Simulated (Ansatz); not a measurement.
**CdIn2Se4: pressure series**

The parent structure is CdIn2Se4 (space group P-42m, No. 111; a = 5.780 Å, c = 5.915 Å; a cell from a computed database, its experimental status unchecked).

Cell and atoms are relaxed at each pressure.

Method: PBEsol in Ansatz (plane waves to 420 eV, PAW, without spin-orbit coupling).

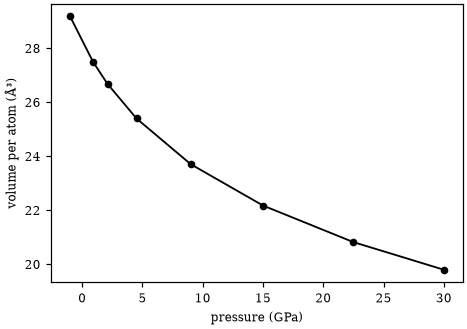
Fig. 1. Volume against pressure

Question: Estimate the zero-pressure bulk modulus from the plot.

Answer: About 32 GPa; a third-order Birch–Murnaghan fit to the points gives V₀ = 28.21 Å³/atom, B₀ = 32 GPa and B₀′ = 5.4.

Load acts through the strain it causes; cell and atoms are relaxed under it. Stability against distortions was not tested. No other phases were tried under pressure.

Ansatz is a quantum-chemistry and plane-wave program.
